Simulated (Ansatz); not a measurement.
A series of calculations on Zr$_{3}$Cd$_{2}$

Part 1: Relaxation

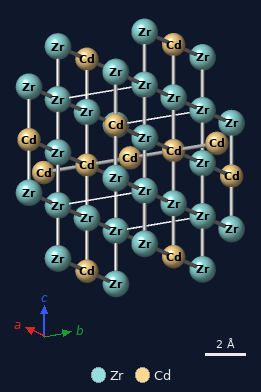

A crystal of Zr3Cd2 (set up in P4/mmm), before the relaxation. The picture is a ball-and-stick view of the cell of the calculation, seen from a free direction.

Case: volume × 1.03, shape and atoms relaxed.

All numbers below come from Ansatz, DFT PBEsol, scalar-relativistic, plane waves, PAW.

The input:
```yaml
crystal:
  lattice:
    - [5.5561251222, 0.0, 0.0]
    - [0.0, 5.1411472829, 0.0]
    - [0.0, 0.0, 5.5563025458]
  atoms:
    - { symbol: Zr, position: [0.0, 0.0, 0.5] }
    - { symbol: Zr, position: [0.5, 0.0, 0.0] }
    - { symbol: Zr, position: [0.0, 0.0, 0.0] }
    - { symbol: Cd, position: [0.5, 0.5, 0.5] }
    - { symbol: Cd, position: [0.5, 0.0, 0.5] }
basis:
  ecutwfc: 420
kpoints:
  mp_grid: { grid: [8, 8, 8] }
hamiltonian:
  xc: pbesol
scf:
  occupations: { method: gaussian, width: 0.1 }
output:
  forces: true
  stress: true
  eigenvalues: true
relax:
  adjacent_minimum: "off"
  f_tol: 0.01
  max_steps: 30
  cell: { stress_tol: 0.1, fix: [volume] }
```

Command:
```bash
ansatz run input.yaml --threads 1 --pin off --max-ram 2560MiB --backend cpu --events-out ev --progress --plain --runs-dir out
```

Q: What does the optimiser find from here?

A: No atom moves by more than 0.005 Å relative to the cell. The drawn cell changes at constant volume: a = c 5.556 → 5.543 Å (−0.2 %), b 5.141 → 5.166 Å (+0.5 %). Among the contacts that change: Cd4–Cd5 2.571 → 2.583 Å, Zr1–Zr3 2.778 → 2.772 Å, Zr1–Cd5 2.778 → 2.772 Å. The space group stays P4/mmm (No. 123). After 1 accepted move (2 points after the start) the energy has fallen by 0.2 meV per atom. All forces vanish by symmetry, so only the cell relaxes. Pressure: −1.37 GPa at the start and −1.27 GPa at the end. At 1 point the geometry stayed and the basis and grid were re-selected for the new cell (energy shift of less than 0.05 meV per atom at most each time).

History of the run:

```
step  E − E(0), meV/atom  pressure, GPa                      note
   0                0.00          -1.37                          
   1               -0.23          -1.27                          
   2               -0.23          -1.27  same geometry, new basis
```

Part 2: Relaxation

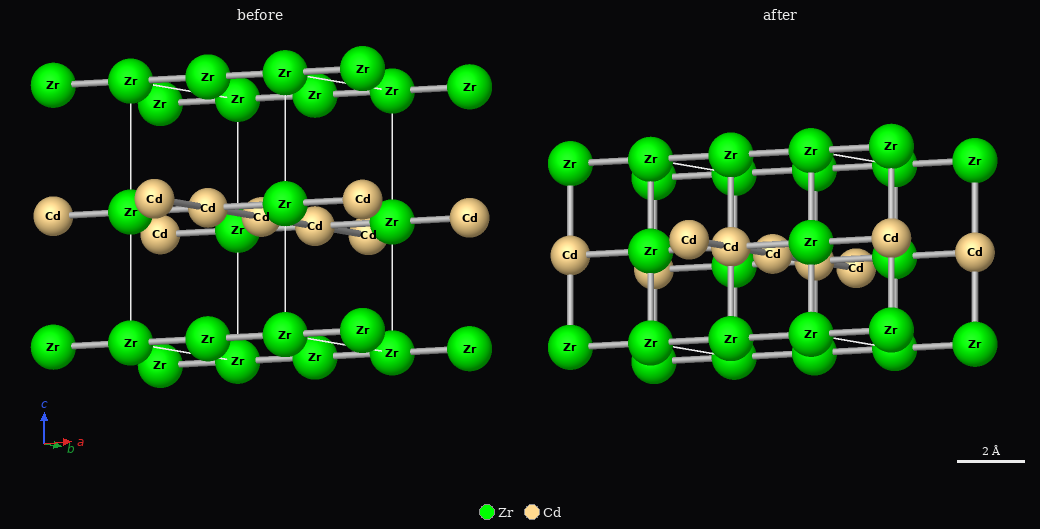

The structure of crystalline Zr$_{3}$Cd$_{2}$ (set up in Pmmm) before (left) and after (right) a relaxation, at one scale.

The picture is a ball-and-stick view of the cell of the calculation, seen from a free direction.

Theory: DFT PBEsol, scalar-relativistic, plane waves, PAW (Ansatz). Set-up: plane-wave cutoff 420 eV; k-point mesh 8 × 6 × 6; occupations gaussian; smearing width 0.1 eV; no spin polarisation; cell and atoms relaxed; force threshold 0.005 eV/Å; at most 80 steps.

> Summarise the run.

Over 9 accepted moves (10 points after the start) the energy falls by 1113 meV per atom. All forces vanish by symmetry, so only the cell relaxes. Pressure: −4.02 GPa at the start and −0.01 GPa at the end. The SCF was repeated once at an unchanged geometry on a basis and grid sized afresh for the cell, which shifted the energy by 0.6 meV per atom at most. No atom moves by more than 0.005 Å relative to the cell. The volume changes by −43.2 %, with a 5.300 → 5.501 Å (+3.8 %), b 6.520 → 5.091 Å (−21.9 %), c 7.860 → 5.512 Å (−29.9 %). Among the contacts that change: Cd–Zr 3.930 → 2.756 Å, Zr–Zr 3.930 → 2.756 Å, Cd–Cd 3.260 → 2.546 Å, Cd–Zr 2.650 → 2.751 Å. New bonds form, among them: Cd–Zr (3.93 → 2.76 Å), Zr–Zr (3.93 → 2.76 Å). The space group stays Pmmm (No. 47).

Part 3: A change

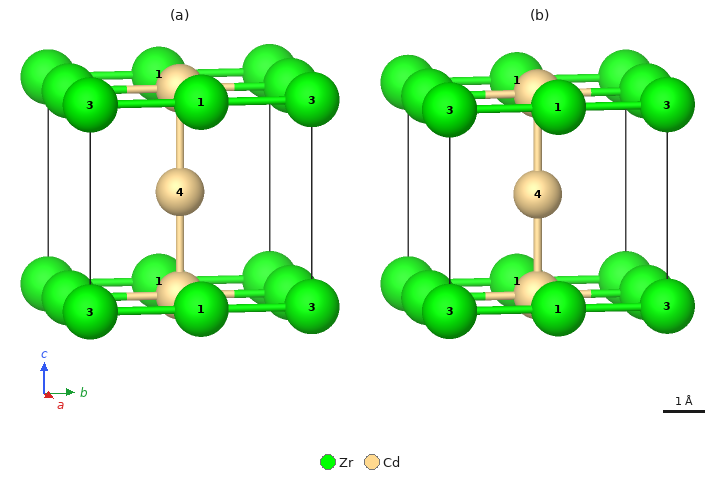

Left: crystalline Zr₃Cd₂ (set up in P4/mmm). Right: the same structure after one change, at the same scale. Style: ball-and-stick. Shown: the cell of the calculation, reduced to other axes, slightly off an axis. Lengths and directions refer to the drawn axes.

Theory: DFT PBEsol, scalar-relativistic, plane waves, PAW (Ansatz). Set-up: plane-wave cutoff 420 eV; k-point mesh 8 × 8 × 8; occupations gaussian; smearing width 0.1 eV; no spin polarisation.

Q: What was changed?

A: The volume is changed by −6.0 %. The cell's shape and the atoms are relaxed at that volume.

Q: What does the change do?

A: The volume changes by −6.0 %, with a = b 5.502 → 5.406 Å (−1.7 %), c 5.091 → 4.956 Å (−2.6 %). No atom moves by more than 0.005 Å relative to the cell. Among the bonded contacts that change: Cd–Cd 2.545 → 2.478 Å, Cd–Zr 2.751 → 2.703 Å, Zr–Zr 2.751 → 2.703 Å. The space group stays P4/mmm (No. 123). Energy change: +18.0 meV per atom. The pressure goes from 0.0 to 3.3 GPa.
